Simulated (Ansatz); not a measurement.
NO2 (SMILES [O]N=O) (doublet)

The calculation's input:

```
crystal:
  periodic: [false, false, false]
  atoms:
    - {symbol: N, position_ang: [-2.449626, -0.255725, -1.906628]}
    - {symbol: O, position_ang: [-3.233343, -0.944528, -1.333129]}
    - {symbol: O, position_ang: [-1.401168, -0.449543, -2.436473]}
basis:
  gaussian:
    orbitals: def2-TZVPD
hamiltonian:
  xc: pbe0
magnetization:
  spin_polarized: true
  initial_magnetization: 1
output: {forces: true, orbitals: {seedname: orbitals}}
```

Launched as:

```sh
ansatz run input.yaml --threads 2 --pin off --max-ram 4350MiB --events-out events.jsonl --progress --plain --runs-dir runs
```

Geometry: B3LYP-D4/def2-TZVP.

Theory: Ansatz, isolated molecule in a Gaussian basis; Kohn-Sham density functional theory, functional PBE0.

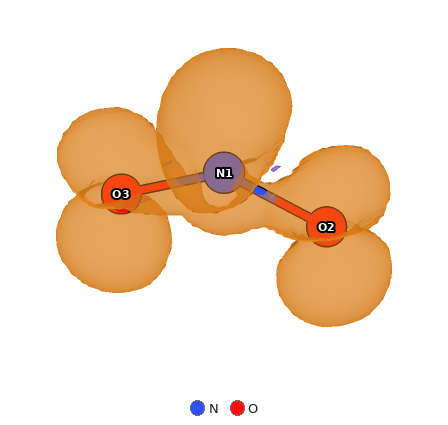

Figure 1. Isosurfaces of the spin density (α minus β) at +0.03 (orange) and −0.03 e/Å³ (purple), seen at a tilt.

**Describe the spin distribution.**

The unpaired spin (1 electron) lies mostly on N1 (about 0.4), O2 (about 0.3) and O3 (about 0.3), in electrons by Hirshfeld's partition.

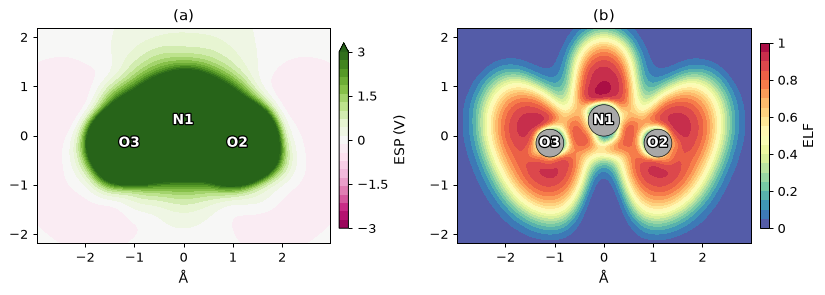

Figure 2. (a) molecular electrostatic potential; (b) ELF on the molecular plane. Grey discs cover the atomic cores in the ELF map.

**Read the bonding off the picture.**

The section cuts through N and O sites. N–O (1.19 Å): the ELF peaks at about 0.85 between the atoms: localised, covalent bonding. The ELF also peaks beside O3, O2 and N1, away from the bonds: non-bonding electrons, paired or unpaired. Outside the dense part of the molecule the potential is most negative (−0.4 V) near O2 and O3.

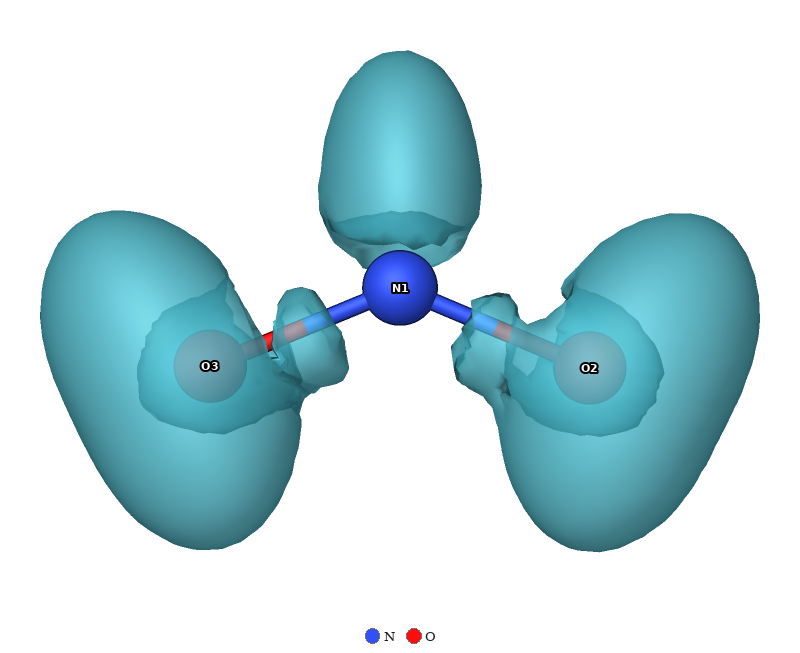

Figure 3. Isosurface of the electron localisation function at 0.75 (cyan), seen across its widest extent. Core shells and regions of very low density are left out.

**Describe the localisation domains.**

At this value the surface marks out two regions on O in which the atom's valence shell and bonds are merged and one lobe on N, pointing away from the bonds (non-bonding electrons).
